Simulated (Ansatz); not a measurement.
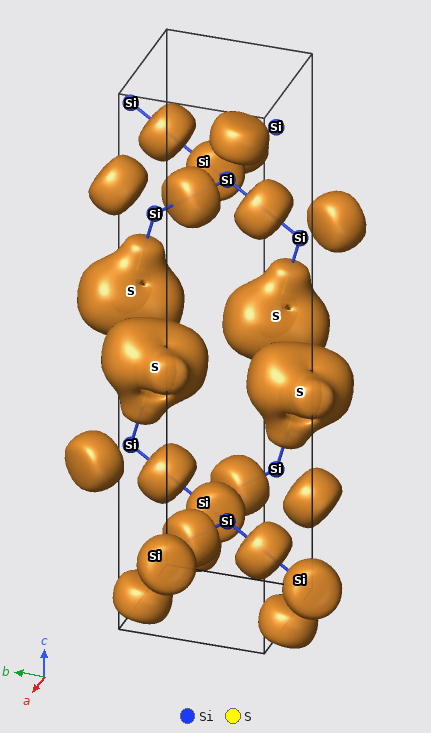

The picture shows: Si4S. Isosurface of the ELF at 0.75 (orange), seen at an oblique angle. Only the valence region is drawn (cores and ρ < 0.01 e/Å³ removed). Sticks mark near contacts.

Space group Pmma; a generated structure, not necessarily the stable one; changed on purpose from its base cell (volume × 0.94, shape and atoms relaxed).

Method: Ansatz, DFT PBE, scalar-relativistic, plane waves, PAW.

Core electrons are frozen (PAW), and the valence fields are smoothed inside the atomic spheres.

```xyz
10
Lattice="3.6260 0.0000 0.0000 0.0000 3.8855 0.0000 0.0000 0.0000 15.3357" Properties=species:S:1:pos:R:3 pbc="T T T"
Si    2.7195    0.0000    4.8182
Si    2.7195    1.9427    3.4932
Si    0.9065    0.0000   10.5175
Si    0.9065    1.9427   11.8425
Si    2.7195    1.9427   13.2812
Si    2.7195    0.0000   14.6178
Si    0.9065    0.0000    0.7179
Si    0.9065    1.9427    2.0545
S     0.9065    0.0000    6.1119
S     2.7195    0.0000    9.2238
```

Question: Where are the electrons localised?

Answer: At this value the surface marks out 14 regions between bonded Si–Si atoms (shared pairs) and two regions on S in which the atom's valence shell and bonds are merged, counted in one cell of 10 atoms. Any copies at cell faces, edges or corners count once. Along the contacts the grid gives the following. Si–S (2.23 Å): the ELF peaks at about 0.90 between the atoms, as expected for localised, covalent bonding. Si–Si (2.31 Å): the ELF peaks at about 0.95 between the atoms: localised, covalent bonding.
